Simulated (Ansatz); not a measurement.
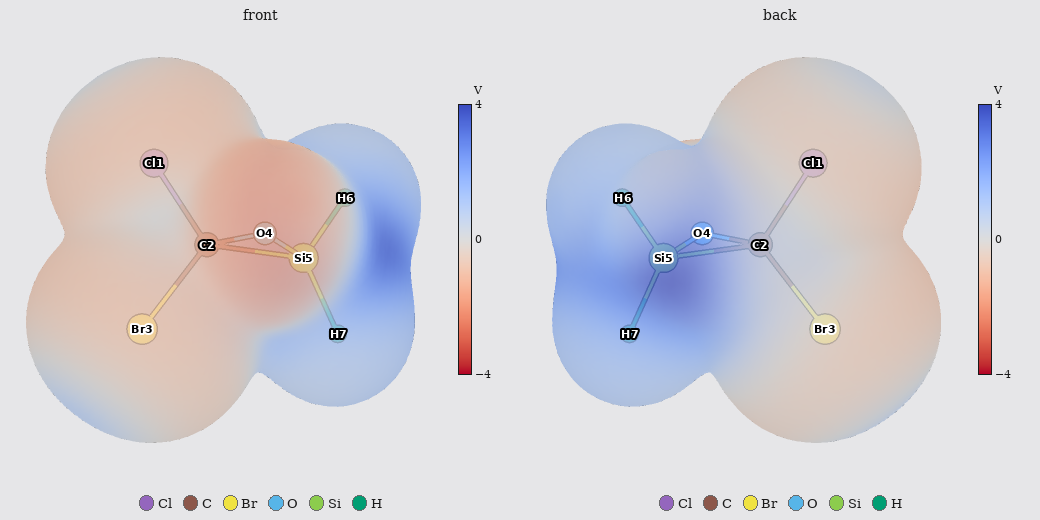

*CH2BrClOSi (SMILES ClC1(Br)O[SiH2]1). The molecular electrostatic potential painted on the density surface at 0.002 e/bohr³, seen from the front and from behind; red is negative and blue positive.*

Geometry: PBE0-D4/def2-TZVP.

The calculation used isolated molecule in a Gaussian basis; Hartree-Fock (Ansatz).

```yaml
atoms:
  - { symbol: Cl, position_ang: [-0.3825, -1.5818, 1.6549] }
  - { symbol: C, position_ang: [-0.1298, -0.7972, 0.1083] }
  - { symbol: Br, position_ang: [-0.7293, -1.9130, -1.3504] }
  - { symbol: O, position_ang: [1.1754, -0.3044, -0.0694] }
  - { symbol: Si, position_ang: [0.0940, 0.9909, -0.0861] }
  - { symbol: H, position_ang: [0.1453, 1.8857, 1.0850] }
  - { symbol: H, position_ang: [-0.1119, 1.6519, -1.3880] }
```

Q: Describe the electrostatic potential map.

A: The most negative region (about −1.6 V) lies over O4, the most positive (about +3.2 V) over Si5. Cl1 shows a σ-hole: about +0.3 V at the tip opposite its bond, against about −0.5 V on its flanks. Br3 shows a σ-hole: about +0.8 V at the tip opposite its bond, against about −0.6 V on its flanks. O4 is the likeliest acceptor of a hydrogen bond.
